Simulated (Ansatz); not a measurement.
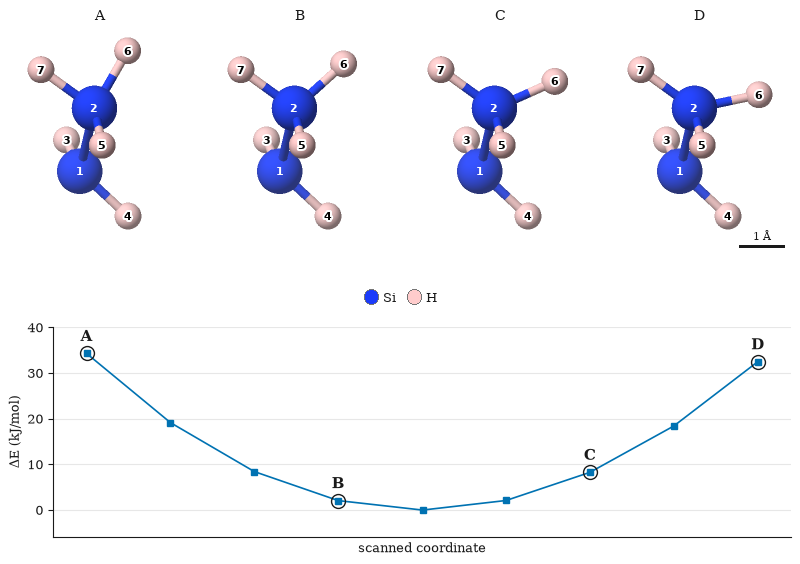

Frames of a one-coordinate scan of Si$_{2}$H$_{5}$ (multiplicity 2). A ball-and-stick model, seen onto the plane of the angle.

Single-point energies from Ansatz with r2SCAN-D4 in the def2-TZVPP basis, on geometries moved rigidly from the minimum at PBE0-D4/def2-TZVP. Energies are counted from the PBE0-D4/def2-TZVP minimum geometry at the same level.

### What is being scanned?

The H6–Si2–H7 angle is varied, with the rest of the molecule carried along rigidly. In the frames the angle is 84.5° (A), 102.5° (B), 120.5° (C), 132.5° (D). The lowest computed point lies at the angle 108.5° (0.0 kJ/mol). The curvature at the lowest point is about 3.9 eV/rad².
